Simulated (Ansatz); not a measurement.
# SVWN5/def2-SVP run of SiH2Br2 (dibromosilane)

What is the electronic atomisation energy of SiH2Br2 (dibromosilane) at SVWN5/def2-SVP? 

Program for the calculation: Ansatz 0.2.0.

53 further runs of the same task are left out: 6 that didn't finish, 47 set aside as unsound or not needed.

## 1. Starting point

SiH2Br2: 5 atoms, total charge 0, spin state singlet. SMILES: `Br[SiH2]Br`. Geometry: relaxed at PBE0-D4/def2-TZVP.

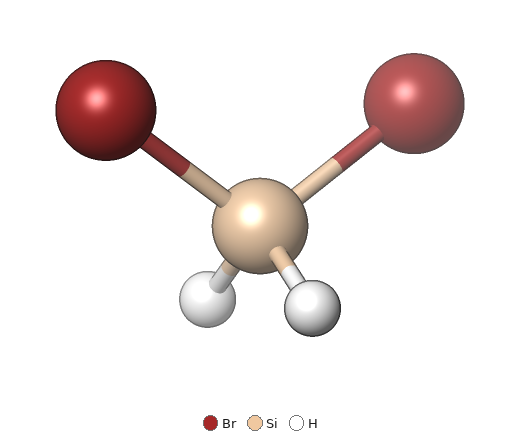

The structure, seen from a chosen angle (bromine red, silicon light orange, hydrogen white).

## 2. A single-point energy at SVWN5/def2-SVP

job.yaml

```yaml
crystal:
  periodic: [false, false, false]
  atoms:
    - {symbol: Br, position_ang: [-1.672690, -1.239290, 0.362310]}
    - {symbol: Si, position_ang: [0.158230, -0.046290, 0.054680]}
    - {symbol: Br, position_ang: [-0.295570, 1.814160, -1.042010]}
    - {symbol: H, position_ang: [1.103430, -0.843230, -0.751710]}
    - {symbol: H, position_ang: [0.706590, 0.314640, 1.376730]}
basis:
  gaussian: {orbitals: def2-SVP}
magnetization: {spin_polarized: false}
accuracy: high
output: {orbitals: {seedname: orbitals}}
hamiltonian: {xc: {name: SVWN5}}
```

Launch:

```bash
$ ansatz run job.yaml --threads 1 --pin off --max-ram 3480MiB --events-out events.jsonl --progress --plain --runs-dir runs
```

Log:

```text
Warning: RAYON_NUM_THREADS=1 ignored (pool sized by the plan → 1); use --threads N
Functional definition: SVWN5
  name "SVWN5"
  exchange = slater_x
  correlation = vwn5_c
1684 factors; integrals over basis functions are off by at most 5.9e-9 eV
mean field evaluation 1: about -147760.0978 eV, gradient 1.6e1 eV
mean field evaluation 2: about -147760.4826 eV, gradient 8.5e0 eV
mean field evaluation 4: about -147760.6516 eV, gradient 3.5e-1 eV
mean field evaluation 8: about -147760.6468 eV, gradient 2.0e-2 eV
mean field evaluation 16: about -147760.6468 eV, gradient 1.2e-5 eV
mean field -147760.64675268 eV, -5430.1036123975 hartree, gradient 2.0e-8 eV, S^2 0.000000; 0 other end points of the search recorded, 0 dependent functions left out
reference -147760.64675522 eV, -5430.1036124909 hartree; 43, 43 occupied and 49, 49 virtual orbitals, 1684 factors
Total energy: -147760.64675522 eV, -5430.1036124909 hartree
```

It took 3.3 s on 1 thread of Arm Neoverse V2, shared host; peak memory 0.2 GiB.

## 3. The Br atom, same level

input.yaml

```yaml
crystal:
  periodic: [false, false, false]
  atoms:
    - {symbol: Br, position_ang: [0.000000, 0.000000, 0.000000]}
basis:
  gaussian: {orbitals: def2-SVP}
magnetization: {spin_polarized: true, initial_magnetization: 1}
hamiltonian: {xc: {name: SVWN5}}
accuracy: high
```

Run the same way, it converges to -2570.23215 Eh (log not shown).

## 4. The H atom, same level

in.yaml

```yaml
crystal:
  periodic: [false, false, false]
  atoms:
    - {symbol: H, position_ang: [0.000000, 0.000000, 0.000000]}
basis:
  gaussian: {orbitals: def2-SVP}
magnetization: {spin_polarized: true, initial_magnetization: 1}
hamiltonian: {xc: {name: SVWN5}}
accuracy: high
```

Run the same way, it converges to -0.47747 Eh (log not shown).

## 5. The Si atom, same level

job.yaml

```yaml
crystal:
  periodic: [false, false, false]
  atoms:
    - {symbol: Si, position_ang: [0.000000, 0.000000, 0.000000]}
basis:
  gaussian:
    orbitals: def2-SVP
accuracy: high
magnetization:
  spin_polarized: true
  initial_magnetization: 2
hamiltonian:
  xc: {name: SVWN5}
```

Run the same way, it converges to -288.10749 Eh (log not shown).

## 6. Summary of results

Level: SVWN5/def2-SVP.

| quantity | value |
| --- | --- |
| molecule: total energy | -5430.10361 Eh |
| molecule: HOMO energy | -7.26 eV |
| molecule: LUMO energy | -1.46 eV |
| molecule: HOMO–LUMO gap | 5.80 eV |
| Br atom: total energy | -2570.23215 Eh |
| Br atom: ⟨S²⟩ | 0.751 |
| H atom: total energy | -0.47747 Eh |
| H atom: ⟨S²⟩ | 0.750 |
| Si atom: total energy | -288.10749 Eh |
| Si atom: ⟨S²⟩ | 2.001 |
| electronic atomisation energy | 15.698 eV |

In words: Taking the molecule apart into free atoms costs 15.70 eV (362 kcal/mol), before zero-point energy and without spin-orbit coupling.
